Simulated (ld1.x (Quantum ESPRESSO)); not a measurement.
# B: variants of one RRKJ potential, part 2 of 2

One potential is built and tested. Then one design choice at a time is changed, to learn what it costs or gains.

ld1.x (Quantum ESPRESSO) 7.5; first potential PBE, scalar-relativistic. Earlier steps stand in the parts before.

**5. Cutoff and ghost test in a Bessel basis**

This step uses the generator's waves and projectors in a separate script. Basis: spherical Bessel functions vanishing at 20 bohr, q² up to the cutoff; potential fixed at the reference.

All-electron valence levels (Ry): 2p -0.9823, 2s -1.4340. The lowest levels of each channel (Ry) by cutoff; the last column sums, over occupied levels, occupation times the distance from the level at 400 Ry. A positive value at high cutoff is not a bound level.

```tsv
cutoff (Ry)	p #1	s #1	d #1	f #1	Σ f·Δε (mRy)
8	-0.8844	-1.3673	-0.1585	-0.0443	133.6
12	-0.9555	-1.4012	-0.1587	-0.0443	65.6
15	-0.9760	-1.4140	-0.1587	-0.0443	40.1
21	-0.9820	-1.4298	-0.1587	-0.0443	8.4
25	-0.9823	-1.4317	-0.1587	-0.0443	4.6
35	-0.9823	-1.4326	-0.1587	-0.0443	2.9
40	-0.9823	-1.4327	-0.1587	-0.0443	2.7
50	-0.9823	-1.4333	-0.1587	-0.0443	1.4
55	-0.9823	-1.4336	-0.1587	-0.0443	1.0
70	-0.9823	-1.4340	-0.1587	-0.0443	0.2
400	-0.9823	-1.4340	-0.1587	-0.0443	0.0
```

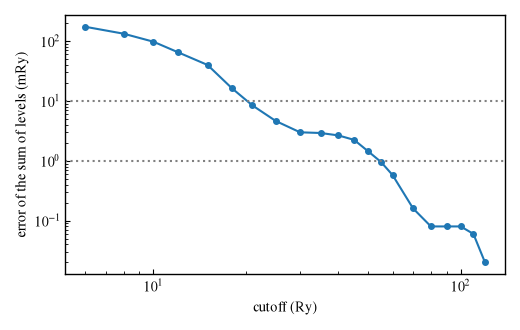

Occupation-weighted error of the valence levels against the cutoff; the dotted lines mark 10 and 1 mRy.

The sum stays within 10 mRy from 21 Ry and within 1 mRy from 55 Ry. The sum leaves out empty levels, which can need more. Ghost test: no level below the all-electron spectrum of its channel (p, s, d, f tested).

**6. Changed: reference 2s2 2p1; waves 2p (bound): rc 2.40 bohr**

File B.in:

```
 &input
   title='B', zed=5., rel=1, dft='PBE', iswitch=3,
   config='[He] 2s2 2p1',
   nld=2, rlderiv=2.60, eminld=-3.0, emaxld=5.0, deld=0.02
 /
 &inputp
   pseudotype=2, tm=.false., lloc=0,
   nlcc=.true., rcore=1.10,
   file_pseudopw='B.UPF', file_wfcaegen='ae.wfc', file_wfcncgen='nc.wfc', file_beta='beta', file_chi='chi'
 /
2
2P  2  1   1.00   0.00  2.40  2.40  0.0
2S  1  0   2.00   0.00  1.35  1.35  0.0
 &test
   configts(1)='2s2 2p1'
 /
```

Started as:

```sh
$ ld1.x < B.in > B.out
```

The output, B.out (without the banner and most projector matrices):

```text
     Program LD1 v.7.5
     --------------------------- All-electron run ----------------------------

     B
     scalar relativistic calculation

     atomic number is  5.00
     dft =PBE   lsd =0 sic =0 latt =0  beta=0.20 tr2=1.0E-14
     Exchange-correlation= PBE
                           (   1   4   3   4   0   0   0)
     mesh =1059 r(mesh) = 101.04461 a.u. xmin = -7.00 dx = 0.01250
     1 Ry =  13.60569312 eV, c = 137.03599908

     n l     nl                  e(Ry)          e(Ha)          e(eV)
     1 0     1S 1( 2.00)       -13.2731        -6.6366      -180.5900
     2 0     2S 1( 2.00)        -0.6941        -0.3470        -9.4431
     2 1     2P 1( 1.00)        -0.2651        -0.1326        -3.6070

     final scf error:  7.5E-15 reached in  32 iterations

     Etot =     -49.206684 Ry,     -24.603342 Ha,    -669.491037 eV

     Ekin =      49.037301 Ry,      24.518651 Ha,     667.186471 eV
     Encl =    -113.771076 Ry,     -56.885538 Ha,   -1547.934352 eV
     Eh   =      23.125741 Ry,      11.562870 Ha,     314.641731 eV
     Exc  =      -7.598649 Ry,      -3.799325 Ha,    -103.384887 eV

     normalization and overlap integrals

     s(1S/1S) =  1.000000  <r> =   0.3294  <r2> =    0.1474  r(max) =   0.2103
     s(2S/2S) =  1.000000  <r> =   1.9516  <r2> =    4.5978  r(max) =   1.5152
     s(2P/2P) =  1.000000  <r> =   2.3015  <r2> =    6.8902  r(max) =   1.5731

     ------------------------ End of All-electron run ------------------------

     --------------------- Generating NC pseudopotential ---------------------

      Generating local pot.: lloc=0, matching radius rcloc =   1.3500

      Computing core charge for nlcc:

       r > 1.11 : true rho core
       r < 1.11 : rho core = a sin(br)/r    a=   0.13  b=   2.52

      Integrated core pseudo-charge :   0.07

      Wfc   2P  rcut= 2.376  Estimated cut-off energy=       31.22 Ry
      This function has    0 nodes for 0 < r <    2.376

     ------------------- End of pseudopotential generation -------------------

     [... the all-electron block is printed once more ...]


     Computing logarithmic derivative in   2.60995
     Computing logarithmic derivative in   2.60995
     Computing the partial wave expansion
       no projector for channel:   0
     R is outside the sphere for l=    1 j= 0.00

     ---------------------- Testing the pseudopotential ----------------------

     B
     scalar relativistic calculation

     atomic number is  5.00   valence charge is  3.00
     dft =PBE   lsd =0 sic =0 latt =0  beta=0.20 tr2=1.0E-14
     mesh =1059 r(mesh) = 101.04461 xmin = -7.00 dx = 0.01250

     n l     nl             e AE (Ry)        e PS (Ry)    De AE-PS (Ry)
     1 0     2S   1( 2.00)       -0.69405       -0.69406        0.00000
     2 1     2P   1( 1.00)       -0.26511       -0.26511        0.00000

     eps = 5.7E-16  iter = 16

     Etot =     -49.206684 Ry,     -24.603342 Ha,    -669.491037 eV
     Etotps =    -5.215250 Ry,      -2.607625 Ha,     -70.957086 eV

     Ekin =       2.438301 Ry,       1.219151 Ha,      33.174781 eV
     Encl =      -9.485923 Ry,      -4.742961 Ha,    -129.062551 eV
     Ehrt =       3.979410 Ry,       1.989705 Ha,      54.142627 eV
     Ecxc =      -1.666832 Ry,      -0.833416 Ha,     -22.678399 eV
     (Ecc =      -0.031182 Ry,      -0.015591 Ha,      -0.424247 eV)
     Epseu=      -0.480207 Ry,      -0.240103 Ha,      -6.533544 eV

     ---------------------- End of pseudopotential test ----------------------
```

Run time: 1.5 s. Hardware: 1 thread, shared host. This counts the later configuration tests of the new file too.

The test run was repeated on this file; only its results are given.

File B.test.in:

```
 &input
   title='B', zed=5., rel=1, dft='PBE', iswitch=2,
   config='[He] 2s2 2p1'
 /
 &test
   file_pseudo='B.UPF', nconf=8,
   configts(1)='2s2 2p1',
   configts(2)='2s2 2p0',
   configts(3)='2s1 2p0',
   configts(4)='2s2 2p0.5',
   configts(5)='2s0 2p3',
   configts(6)='2s2 2p1.3',
   configts(7)='2s1 2p2',
   configts(8)='2s1 2p1'
 /
```

The tests as a table, with energies relative to 2s2 2p1. The frozen-core shift comes from a second all-electron run, not shown, with the core orbitals held at their reference shape; it is that run's ΔE less the relaxed one.

| valence configuration | charge | ΔE all-electron (eV) | error AE − PS (meV) | frozen-core shift (meV) |
| --- | --- | --- | --- | --- |
| 2s2 2p0 | +1 | 8.220 | +43 | +0.3 |
| 2s1 2p0 | +2 | 33.642 | +153 | +5.5 |
| 2s2 2p0.5 | +0.5 | 2.887 | +5.6 | 0.0 |
| 2s0 2p3 | 0 | 11.721 | -22 | +1.8 |
| 2s2 2p1.3 | -0.3 | -0.738 | +0.4 | 0.0 |
| 2s1 2p2 | 0 | 5.851 | -5.7 | +0.5 |
| 2s1 2p1 | +1 | 14.361 | -23 | +1.0 |

With this change the loose cutoff stays at 21 Ry, the largest error in the tests that it solved is +153 meV (2s1 2p0), there is no bound ghost and the phase difference near zero goes from 0.05 to 0.01 rad.

**7. Variant: waves 2s (bound): rc 1.56 bohr**

File B.in:

```
 &input
   title='B', zed=5., rel=1, dft='PBE', iswitch=3,
   config='[He] 2s2 2p0',
   nld=2, rlderiv=2.60, eminld=-3.0, emaxld=5.0, deld=0.02
 /
 &inputp
   pseudotype=2, tm=.false., lloc=0,
   nlcc=.true., rcore=1.10,
   file_pseudopw='B.UPF', file_wfcaegen='ae.wfc', file_wfcncgen='nc.wfc', file_beta='beta', file_chi='chi'
 /
2
2P  2  1   0.00   0.00  2.40  2.40  0.0
2S  1  0   2.00   0.00  1.56  1.56  0.0
 &test
   configts(1)='2s2 2p0'
 /
```

Started as:

```sh
$ ld1.x < B.in > B.out
```

Output in B.out (without the banner and most projector matrices):

```text
     Program LD1 v.7.5
     [... all-electron run as in step 2 ...]


     --------------------- Generating NC pseudopotential ---------------------

      Generating local pot.: lloc=0, matching radius rcloc =   1.5600

      Computing core charge for nlcc:

       r > 1.11 : true rho core
       r < 1.11 : rho core = a sin(br)/r    a=   0.13  b=   2.52

      Integrated core pseudo-charge :   0.07

      Wfc   2P  rcut= 2.376  Estimated cut-off energy=       31.57 Ry
      This function has    0 nodes for 0 < r <    2.376

     ------------------- End of pseudopotential generation -------------------

     [... all-electron run as in step 2 ...]


     Computing logarithmic derivative in   2.60995
     Computing logarithmic derivative in   2.60995
     Computing the partial wave expansion
       no projector for channel:   0
     R is outside the sphere for l=    1 j= 0.00

     ---------------------- Testing the pseudopotential ----------------------

     B
     scalar relativistic calculation

     atomic number is  5.00   valence charge is  3.00
     dft =PBE   lsd =0 sic =0 latt =0  beta=0.20 tr2=1.0E-14
     mesh =1059 r(mesh) = 101.04461 xmin = -7.00 dx = 0.01250

     n l     nl             e AE (Ry)        e PS (Ry)    De AE-PS (Ry)
     1 0     2S   1( 2.00)       -1.43403       -1.43404        0.00001
     2 1     2P   1( 0.00)       -0.98227       -0.98227        0.00000

     eps = 9.7E-15  iter =  9

     Etot =     -48.602552 Ry,     -24.301276 Ha,    -661.271412 eV
     Etotps =    -4.631013 Ry,      -2.315506 Ha,     -63.008139 eV

     Ekin =       1.334934 Ry,       0.667467 Ha,      18.162707 eV
     Encl =      -6.848813 Ry,      -3.424406 Ha,     -93.182842 eV
     Ehrt =       2.029525 Ry,       1.014763 Ha,      27.613096 eV
     Ecxc =      -1.146660 Ry,      -0.573330 Ha,     -15.601100 eV
     (Ecc =      -0.030801 Ry,      -0.015401 Ha,      -0.419071 eV)

     ---------------------- End of pseudopotential test ----------------------
```

Wall time 0.82 s (1 thread, shared host). (Generation and the later configuration tests together.)

The test run was repeated on this file; only its results are given.

Energies count from the reference configuration 2s2 2p0; the error is all-electron less pseudo.

| valence configuration | charge | ΔE all-electron (eV) | error AE − PS (meV) |
| --- | --- | --- | --- |
| 2s2 2p1 | 0 | -8.220 | +45 |
| 2s1 2p0 | +2 | 25.422 | +15 |
| 2s2 2p0.5 | +0.5 | -5.332 | +18 |
| 2s2 2p1.3 | -0.3 | -8.958 | +54 |
| 2s1 2p2 | 0 | -2.369 | +80 |
| 2s0 2p3 | 0 | 3.501 | +114 |
| 2s1 2p1 | +1 | 6.141 | +0.2 |

Against the first potential, the loose cutoff goes from 21 Ry to 18 Ry, the largest test error goes from +105 to +114 meV and there is no bound ghost.

**8. Comparison**

The summary covers parts 1 to 2.

Cutoffs, loose and tight: the cutoffs (Ry, on a coarse ladder) from which the occupation-weighted sum of valence levels, in a spherical-Bessel basis at the reference potential, stays within 10 and 1 mRy of its value at 400 Ry; empty and scattering waves don't count. The number of plane waves in a given cell goes as the cutoff to the power 3/2; it is given for the loose cutoff, relative to the first potential. Test errors are all-electron less pseudo; runs with another core, reference, functional or relativity have tests of their own. The phase difference is the largest within 1 Ry of zero, over the channels with partial waves. The table holds 5 more runs of the series, not printed above.

| change | outcome | cutoff, loose | cutoff, tight | plane waves, relative | bound ghosts | largest test error (meV) | phase difference near zero (rad) |
| --- | --- | --- | --- | --- | --- | --- | --- |
| first potential | generated | 21 Ry | 55 Ry | 1.00 | none | +105 | 0.055 |
| reference 2s2 2p1; waves 2p (bound): rc 2.40 bohr | generated | 21 Ry | 55 Ry | 1.00 | none | +153 | 0.011 |
| waves 2s (bound): rc 1.56 bohr | generated | 18 Ry | 50 Ry | 0.79 | none | +114 | 0.052 |
| all radii scaled by 0.82 (s 1.10, p 1.96 bohr) | generated | 25 Ry | 70 Ry | 1.30 | none | +95 | 0.011 |
| local potential all-electron potential smoothed inside 1.85 bohr (lloc = -1) | generated | 35 Ry | 50 Ry | 2.15 | none | +86 | 0.056 |
| core correction a·sin(br)/r model core inside 1.22 bohr (was a·sin(br)/r model core inside 1.10 bohr) | generated | 21 Ry | 55 Ry | 1.00 | none | +116 | 0.055 |
| waves 2p (bound, empty): rc 3.62 bohr | generated | 21 Ry | 55 Ry | 1.00 | none | +613 | 0.519 |
| functional BP86 | generated | 21 Ry | 60 Ry | 1.00 | none | +71 | 0.055 |

The softest is the variant "waves 2s (bound): rc 1.56 bohr", at 18 Ry; the highest cutoff read, 35 Ry, costs 2.7 times the plane waves. Among those with the same tests, the variant "local potential all-electron potential smoothed inside 1.85 bohr (lloc = -1)" has the smallest worst error, +86 meV.

The first potential by itself. The worst unpolarised test, 2s0 2p3, is off by 105 meV on 3.5 eV; by total energies transferability rates as poor. The potential is soft on the atom at that tolerance: the looser tolerance needs 21 Ry. The tighter tolerance needs 55 Ry, and converged work needs a cutoff nearer that. It is free of bound ghosts as far as tested.
